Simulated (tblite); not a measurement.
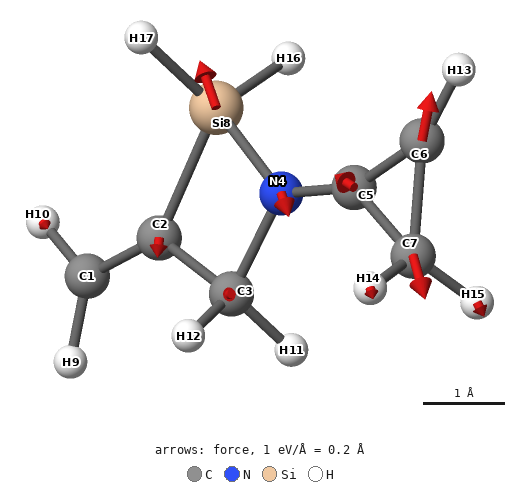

Starting geometry of C$_{6}$H$_{9}$NSi with the computed forces as red arrows. The picture is a ball-and-stick view, seen from a free direction.

Level of theory: tblite 0.8.0, GFN2-xTB geometry optimisation, gas phase. 

Question: Is this structure relaxed? If not, where do the atoms go?

Answer: It isn't relaxed: the largest force vector, on Si8, is 3.43 eV/Å. The final displacements follow the starting forces only in part (cosine between the two patterns 0.37). Over 34 geometry steps the energy falls by 0.483 eV. H16 moves most after the best rigid fit: 0.17 Å. By element the largest moves are H 0.17 Å, Si 0.10 Å, C 0.10 Å, N 0.02 Å. Some distances before and after: N4–Si8 1.660 → 1.746 Å, C5–C7 1.427 → 1.496 Å, C6–C7 1.438 → 1.505 Å, C2–Si8 1.841 → 1.893 Å. Among the angles between lasting bonds that change: H16–Si8–H17 118.7° → 112.1°, H14–C7–H15 118.6° → 112.6°, N4–C5–C6 156.3° → 152.1°. The run took 0.2 s on 1 thread of Intel(R) Xeon(R) 6975P-C, on a shared host.
